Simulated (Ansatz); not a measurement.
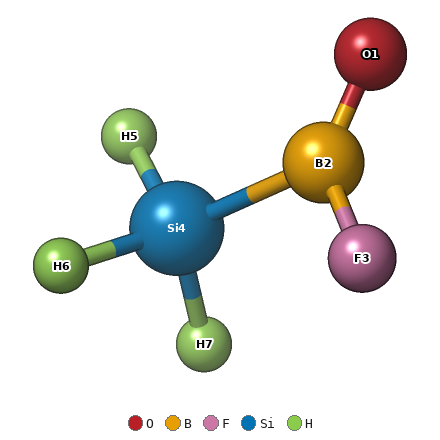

The system is BFH3OSi, SMILES [O-]B(F)[SiH3], charge −1; the picture shows the reference structure. Coordinates scanned: (1) bond length B2–F3; (2) bond length B2–Si4. Nothing is relaxed (all other coordinates rigid). The scan uses a 13 × 13 grid. Points are written as (first, second). Energies are in eV, from the relaxed molecule at the same level. The reference is spin-restricted, which grows unreliable where a bond is stretched far. Computed with RKS CAM-B3LYP-D4/def2-SVPD (Ansatz 0.2.0).

Its coordinates:

```yaml
atoms:
  - { symbol: O, position_ang: [1.9575, -0.2568, 1.1451] }
  - { symbol: B, position_ang: [0.8001, -0.6218, 0.7908] }
  - { symbol: F, position_ang: [0.1397, -1.8089, 1.2043] }
  - { symbol: Si, position_ang: [-0.4359, 0.4285, -0.4891] }
  - { symbol: H, position_ang: [0.1636, 1.6973, -1.0259] }
  - { symbol: H, position_ang: [-1.7501, 0.8753, 0.1023] }
  - { symbol: H, position_ang: [-0.8748, -0.3135, -1.7275] }
```

Range: bond length B2–F3 from 1.164 to 2.130 Å; bond length B2–Si4 from 1.777 to 2.893 Å.

What will the energy surface look like?

Answer. The lowest grid point is at (1.406 Å, 2.056 Å), 0.0032 eV from the relaxed molecule at the same level. No other kind of well shows on this grid. The highest grid point, (2.130 Å, 2.893 Å), lies 3.72 eV above the lowest. Round the minimum the two coordinates are weakly coupled (coupling 0.14 in units of the two stiffnesses).

| bond length B2–Si4 ↓, bond length B2–F3 → | 1.164 | 1.245 | 1.325 | 1.406 | 1.486 | 1.567 | 1.647 | 1.728 | 1.808 | 1.889 | 1.969 | 2.050 | 2.130 |
| --- | --- | --- | --- | --- | --- | --- | --- | --- | --- | --- | --- | --- | --- |
| 2.893 | 2.36 | 1.63 | 1.36 | 1.36 | 1.51 | 1.76 | 2.05 | 2.36 | 2.66 | 2.95 | 3.23 | 3.49 | 3.72 |
| 2.800 | 2.21 | 1.47 | 1.19 | 1.17 | 1.32 | 1.56 | 1.84 | 2.14 | 2.43 | 2.72 | 2.99 | 3.24 | 3.47 |
| 2.707 | 2.06 | 1.31 | 1.01 | 0.99 | 1.12 | 1.35 | 1.62 | 1.91 | 2.20 | 2.48 | 2.74 | 2.99 | 3.22 |
| 2.614 | 1.91 | 1.14 | 0.83 | 0.79 | 0.92 | 1.14 | 1.40 | 1.68 | 1.96 | 2.23 | 2.49 | 2.73 | 2.95 |
| 2.521 | 1.76 | 0.98 | 0.66 | 0.61 | 0.72 | 0.92 | 1.18 | 1.45 | 1.72 | 1.99 | 2.24 | 2.47 | 2.69 |
| 2.428 | 1.63 | 0.83 | 0.49 | 0.43 | 0.52 | 0.72 | 0.96 | 1.22 | 1.49 | 1.75 | 1.99 | 2.22 | 2.43 |
| 2.335 | 1.52 | 0.70 | 0.34 | 0.26 | 0.35 | 0.53 | 0.76 | 1.01 | 1.27 | 1.52 | 1.76 | 1.98 | 2.19 |
| 2.242 | 1.43 | 0.60 | 0.22 | 0.13 | 0.20 | 0.37 | 0.58 | 0.83 | 1.07 | 1.32 | 1.55 | 1.77 | 1.97 |
| 2.149 | 1.40 | 0.54 | 0.15 | 0.03 | 0.09 | 0.24 | 0.45 | 0.68 | 0.91 | 1.15 | 1.37 | 1.59 | 1.79 |
| 2.056 | 1.43 | 0.55 | 0.13 | 0.00 | 0.04 | 0.18 | 0.38 | 0.60 | 0.82 | 1.05 | 1.27 | 1.48 | 1.67 |
| 1.963 | 1.56 | 0.65 | 0.22 | 0.07 | 0.10 | 0.22 | 0.40 | 0.61 | 0.83 | 1.05 | 1.26 | 1.46 | 1.65 |
| 1.870 | 1.84 | 0.91 | 0.45 | 0.28 | 0.29 | 0.41 | 0.57 | 0.77 | 0.98 | 1.19 | 1.39 | 1.59 | 1.77 |
| 1.777 | 2.32 | 1.37 | 0.89 | 0.71 | 0.70 | 0.80 | 0.95 | 1.14 | 1.34 | 1.54 | 1.74 | 1.93 | 2.11 |

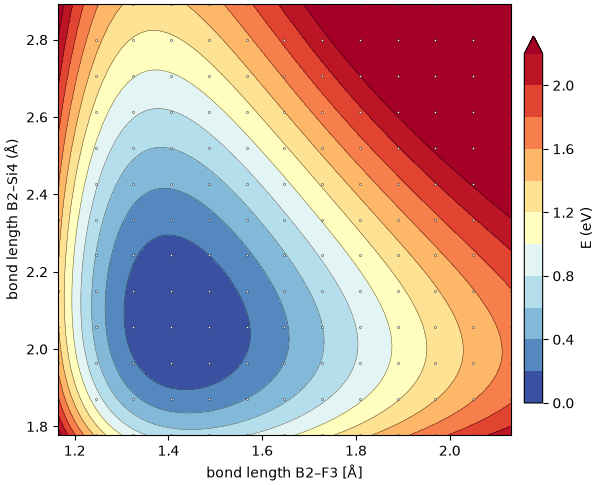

Drawn: filled contours, dots at the grid points, one colour for all values above the top of the scale. Between grid points the surface is interpolated.

The whole map (169 points run) took 13 min on 1 thread of Arm Neoverse V1, on a shared host.
